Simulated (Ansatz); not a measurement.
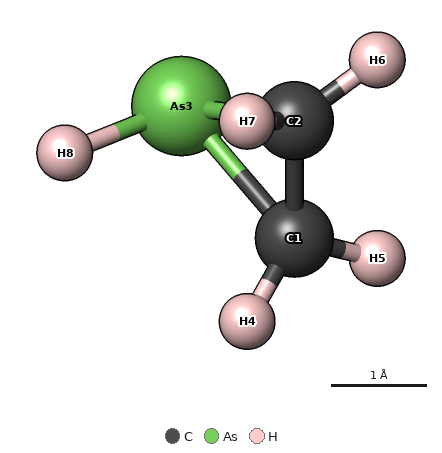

Figure 1. The structure (ball-and-stick view, seen at a tilt; atoms are numbered from 1 in the order of the input). Bond lengths as drawn: As–C 1.99 Å, As–H 1.53 Å, C–C 1.47 Å and C–H 1.08 Å.

# C₂H₅As: one change and its effect

System: C₂H₅As, SMILES C1C[AsH]1.
Method of run A: RKS SPW92 (LDA)/def2-TZVPP (Ansatz 0.2.0).

The geometry comes from this level: PBE0-D4/def2-TZVP. Text and figures count atoms from 1; the logs count them from 0 in places.

**Input file, run A**
```yaml
crystal:
  periodic: [false, false, false]
  atoms:
    - {symbol: C, position_ang: [-0.648933, 0.226367, -0.453213]}
    - {symbol: C, position_ang: [0.690729, 0.453792, 0.120134]}
    - {symbol: As, position_ang: [-0.393723, -0.778641, 1.245649]}
    - {symbol: H, position_ang: [-0.736459, -0.376316, -1.347754]}
    - {symbol: H, position_ang: [-1.378243, 1.024266, -0.378069]}
    - {symbol: H, position_ang: [0.888827, 1.409133, 0.591534]}
    - {symbol: H, position_ang: [1.547912, 0.010887, -0.369946]}
    - {symbol: H, position_ang: [0.122092, -2.026689, 0.535865]}
basis:
  gaussian: {orbitals: def2-TZVPP}
hamiltonian: {xc: lda}
output: {orbitals: {seedname: orbitals}}
```

Launched with:
```bash
ansatz run in.yaml --threads 2 --pin off --events-out ev --progress --plain --max-ram 4352MiB
```

Hardware: 2 threads of Arm Neoverse V1, 23 GiB of memory available, shared host.

**Output (run A)**
```
Functional definition: SPW92
  exchange = slater_x
  correlation = pw_c
1028 factors; their error is unknown
mean field evaluation 1: about -62869.5849 eV, gradient 8.6e1 eV
mean field evaluation 2: about -62752.1273 eV, gradient 1.9e2 eV
mean field evaluation 4: about -62886.0677 eV, gradient 1.6e1 eV
mean field evaluation 8: about -62886.9925 eV, gradient 2.5e-1 eV
mean field evaluation 16: about -62886.9731 eV, gradient 3.3e-4 eV
mean field -62886.97305920 eV, -2311.0536336043 hartree, gradient 8.3e-5 eV, S^2 0.000000; 0 other end points of the search recorded, 0 dependent functions left out
reference -62886.97309108 eV, -2311.0536347757 hartree; 25, 25 occupied and 155, 155 virtual orbitals, 1028 factors
Total energy: -62886.97309108 eV, -2311.0536347757 hartree
```

For run B the input was changed thus:
```diff
-hamiltonian: {xc: lda}
+hamiltonian: {xc: {name: LC-wPBE}}
```

What does this change do to the results?

The total energies belong to different methods, so their difference says nothing on which is more stable or more accurate. The HOMO goes from −6.16 to −9.61 eV. The LUMO goes from −0.77 to 2.39 eV.

**Output (run B)**
```
Functional definition: LC-wPBE
  parameter omega = 0.4/bohr
  exchange = pbe_x_sr(omega) + exact_x_lr(omega)
  correlation = pbe_c
1028 factors; their error is unknown
304 factors; integrals over basis functions are off by at most 1.8e-5 eV
mean field evaluation 1: about -62983.5390 eV, gradient 4.2e1 eV
mean field evaluation 2: about -62983.8658 eV, gradient 4.1e1 eV
mean field evaluation 4: about -62987.3245 eV, gradient 1.6e0 eV
mean field evaluation 8: about -62987.3312 eV, gradient 7.2e-2 eV
mean field evaluation 16: about -62987.3094 eV, gradient 8.0e-5 eV
mean field -62987.30941875 eV, -2314.7409268073 hartree, gradient 3.2e-5 eV, S^2 0.000000; 0 other end points of the search recorded, 0 dependent functions left out
reference -62987.30941875 eV, -2314.7409268075 hartree; 25, 25 occupied and 155, 155 virtual orbitals, 1028 factors
Total energy: -62987.30941875 eV, -2314.7409268075 hartree
```

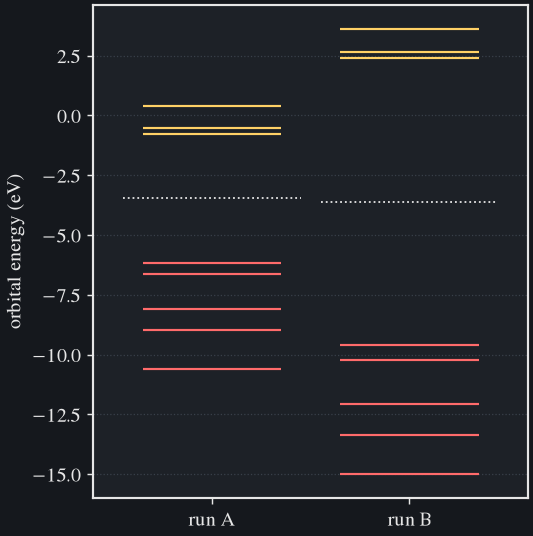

Figure 2. The five highest filled and three lowest empty orbital energies of the two runs; the dotted lines part filled from empty levels. The HOMO–LUMO gap is 5.39 eV in run A and 12.00 eV in run B.

**The two runs side by side**

```csv
quantity,run A,run B
outcome,converged,converged
total energy (hartree),−2311.053635,−2314.740927
HOMO (eV),−6.16,−9.61
LUMO (eV),−0.77,2.39
basis functions,180,180
wall time (shared host),1.2 s,2.5 s
```
